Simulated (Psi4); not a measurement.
**SiSbH5 (SbH2(SiH3)) at HF/3-21G**

What is the energy change on altering one bond length of SiSbH5 (SbH2(SiH3)) at HF/3-21G? 

Program for the calculation: Psi4 1.11.

4 further runs of the same task are left out: 4 set aside as unsound or not needed.

## 1. The system as given

SiSbH5: 7 atoms, total charge 0, spin state singlet. As SMILES, `[H][Sb]([H])[SiH3]`. Geometry: a GFN2-xTB relaxation, a rough one for these elements and not checked as a minimum.

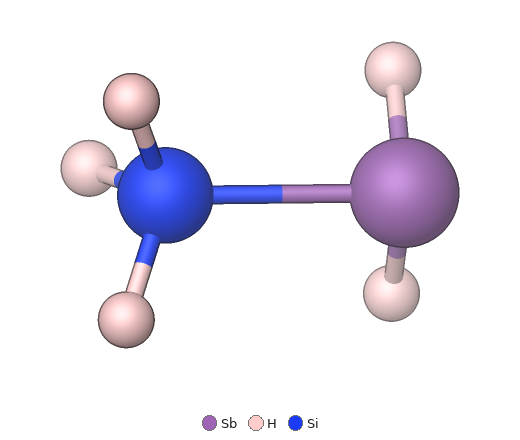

Viewed from a chosen angle; antimony purple, hydrogen pink, silicon blue.

## 2. The charge distribution at HF/3-21G

File calc.inp:

```
memory 1600 mb

molecule system {
  0 1
  Sb     0.597850     1.098380     1.155690
  H      1.971330     1.047760     0.168440
  H     -0.060380     2.246590     0.101670
  Si    -0.451710    -0.784440    -0.176280
  H     -0.495060    -0.611890    -1.626310
  H     -1.828920    -0.967870     0.281020
  H      0.266890    -2.028520     0.095770
}

set scf_type pk

energy_value, wavefunction = energy("scf/3-21G", return_wfn=True)
oeprop(wavefunction, "QUADRUPOLE", "MULTIPOLE(3)", "DIPOLE", "MAYER_INDICES", "MULLIKEN_CHARGES", title="SCF")
```

Launch:

```console
$ psi4 calc.inp calc.out -n 1
```

calc.out (excerpt; [...] marks lines left out):

```text
[...]
  Running in c1 symmetry.
[...]
  Nuclear repulsion =  226.933722918698948
[...]
  Multiplicity = 1
[...]
  Nalpha       = 35
  Nbeta        = 35
[...]
    Number of basis functions: 56
[...]
   @RHF iter   1: -6576.11771079022492   -3.78831e+00   1.16931e-02 ADIIS/DIIS
[...]
   @RHF iter   7: -6576.37353888356756   -3.97713e-08   4.20639e-07 DIIS
[...]
    Orbital Energies [Eh]
    ---------------------
    Doubly Occupied:
       1A   -1079.260145     2A   -163.958998     3A   -152.805120
       4A   -152.805113     5A   -152.804770     6A    -68.287269
       7A    -33.551571     8A    -28.788345     9A    -28.788271
      10A    -28.786654    11A    -20.693386    12A    -20.693373
      13A    -20.692044    14A    -20.691779    15A    -20.691255
      16A     -6.105680    17A     -6.090268    18A     -4.398337
      19A     -4.398123    20A     -4.392782    21A     -4.201041
      22A     -4.200600    23A     -4.200475    24A     -1.730996
      25A     -1.730579    26A     -1.725913    27A     -1.724631
      28A     -1.721599    29A     -0.782489    30A     -0.690448
      31A     -0.500016    32A     -0.493899    33A     -0.458151
      34A     -0.410065    35A     -0.342946
[...]
  @RHF Final Energy: -6576.37353888356756
   => Energetics <=
    Nuclear Repulsion Energy =            226.9337229186989475
    One-Electron Energy =               -9519.4203689212990867
    Two-Electron Energy =                2716.1131071190325201
    Total Energy =                      -6576.3735388835684716
[...]
 Multipole Moments:
 ------------------------------------------------------------------------------------
     Multipole            Electronic (a.u.)      Nuclear  (a.u.)        Total (a.u.)
 ------------------------------------------------------------------------------------
 L = 1.  Multiply by 2.5417464519 to convert [e a0] to [Debye]
 Dipole X            :          5.7825882           -5.7413192            0.0412691
 Dipole Y            :         10.5633087          -10.4849162            0.0783924
 Dipole Z            :         10.1012206          -10.1305242           -0.0293036
 Magnitude           :                                                    0.0933124
 L = 2.  Multiply by 1.3450342976 to convert [e a0^2] to [Debye ang]
 Quadrupole XX       :       -107.7075610           73.2985380          -34.4090231
 Quadrupole XY       :        -96.2858671           95.7299309           -0.5559362
[...]
  Mulliken Charges: (a.u.)
   Center  Symbol    Alpha    Beta     Spin     Total
       1    SB    25.28909 25.28909  0.00000  0.42182
       2     H     0.58453  0.58453  0.00000 -0.16907
       3     H     0.58375  0.58375  0.00000 -0.16750
       4    SI     6.80948  6.80948  0.00000  0.38104
       5     H     0.57497  0.57497  0.00000 -0.14993
       6     H     0.57959  0.57959  0.00000 -0.15918
       7     H     0.57859  0.57859  0.00000 -0.15719
   Total alpha = 35.00000, Total beta = 35.00000, Total charge =  0.00000
  Mayer Bond Indices:
[...]
```

Wall time 1.5 s (1 thread of AMD EPYC 9B45 (Zen 5), shared host); peak memory 0.2 GiB.

Atomic charges (e):

```tsv
atom	Mulliken
Sb1	+0.422
H2	-0.169
H3	-0.168
Si4	+0.381
H5	-0.150
H6	-0.159
H7	-0.157
```

## 3. The distorted shape

File h5sbsi.py:

```python
import psi4

psi4.set_memory(1600000000)
psi4.set_num_threads(1)
psi4.core.set_output_file('run.log', False)

m = psi4.geometry("""
0 1
Sb     0.602185     1.081124     1.300699
H      1.975665     1.030504     0.313449
H     -0.056045     2.229334     0.246679
Si    -0.447375    -0.801696    -0.031271
H     -0.495060    -0.611890    -1.626310
H     -1.824585    -0.985126     0.426029
H      0.271225    -2.045776     0.240779
""")

psi4.set_options({
    'reference': 'rhf',
    'scf_type': 'pk',
})

energy_value, wavefunction = psi4.energy('hf/3-21G', molecule=m, return_wfn=True)
psi4.oeprop(wavefunction, 'QUADRUPOLE', 'MULTIPOLE(3)', 'DIPOLE', 'MAYER_INDICES', 'MULLIKEN_CHARGES')
print(f'total energy {energy_value:.8f} hartree = {energy_value * 27.211386:.5f} eV')
```

Launch:

```console
$ python h5sbsi.py
```

run.log (excerpt; [...] marks lines left out):

```text
[...]
  Running in c1 symmetry.
[...]
  Nuclear repulsion =  226.199808100046766
[...]
  Multiplicity = 1
[...]
  Nalpha       = 35
  Nbeta        = 35
[...]
    Number of basis functions: 56
[...]
   @RHF iter   1: -6576.11295983596210   -3.83777e+00   1.16995e-02 ADIIS/DIIS
[...]
   @RHF iter   7: -6576.36968348399114   -4.65907e-08   4.54585e-07 DIIS
[...]
  @RHF Final Energy: -6576.36968348399114
   => Energetics <=
    Nuclear Repulsion Energy =            226.1998081000467664
    One-Electron Energy =               -9517.8285439709816274
    Two-Electron Energy =                2715.2590523869430399
    Total Energy =                      -6576.3696834839911389
[...]
 Multipole Moments:
 ------------------------------------------------------------------------------------
     Multipole            Electronic (a.u.)      Nuclear  (a.u.)        Total (a.u.)
 ------------------------------------------------------------------------------------
 L = 1.  Multiply by 2.5417464519 to convert [e a0] to [Debye]
 Dipole X            :          5.8021968           -5.7457564            0.0564404
 Dipole Y            :         10.5589749          -10.4672532            0.0917217
 Dipole Z            :         10.3468182          -10.2789536            0.0678647
 Magnitude           :                                                    0.1272949
 L = 2.  Multiply by 1.3450342976 to convert [e a0^2] to [Debye ang]
 Quadrupole XX       :       -107.8254578           73.3252841          -34.5001737
 Quadrupole XY       :        -96.2372090           95.6965928           -0.5406162
[...]
  Mulliken Charges: (a.u.)
   Center  Symbol    Alpha    Beta     Spin     Total
       1    SB    25.28731 25.28731  0.00000  0.42538
       2     H     0.58355  0.58355  0.00000 -0.16710
       3     H     0.58253  0.58253  0.00000 -0.16507
       4    SI     6.82600  6.82600  0.00000  0.34800
       5     H     0.56355  0.56355  0.00000 -0.12710
       6     H     0.57904  0.57904  0.00000 -0.15808
       7     H     0.57801  0.57801  0.00000 -0.15603
   Total alpha = 35.00000, Total beta = 35.00000, Total charge =  0.00000
  Mayer Bond Indices:
[...]
```

The script printed:

```text
total energy -6576.36968348 hartree = -178952.13394 eV
```

It took 1.1 s on 1 thread of AMD EPYC 9B45 (Zen 5), shared host; peak memory 0.2 GiB.

Atomic charges (e):

```tsv
atom	Mulliken
Sb1	+0.425
H2	-0.167
H3	-0.165
Si4	+0.348
H5	-0.127
H6	-0.158
H7	-0.156
```

## 4. Summary of results

Level: HF/3-21G.

```
                                                          quantity           value
                                         first shape: total energy  -6576.37354 Eh
                                        first shape: dipole moment          0.24 D
                                          first shape: HOMO energy        -9.33 eV
                                          first shape: LUMO energy         2.62 eV
                                        first shape: HOMO–LUMO gap        11.95 eV
                                     distorted shape: total energy  -6576.36968 Eh
                                    distorted shape: dipole moment          0.32 D
                                      distorted shape: HOMO energy        -9.35 eV
                                      distorted shape: LUMO energy         2.51 eV
                                    distorted shape: HOMO–LUMO gap        11.86 eV
energy change with the Si4–H5 bond stretched from 1.461 to 1.607 Å        0.105 eV
```

What this shows: With the Si4–H5 bond stretched from 1.461 to 1.607 Å the energy rises by 0.10 eV (10.1 kJ/mol). The first shape isn't relaxed at this level, so the change isn't measured from a minimum. Relativity is left out (first shape) although the molecule holds a heavy atom. Relativity is left out (distorted shape) although the molecule holds a heavy atom.
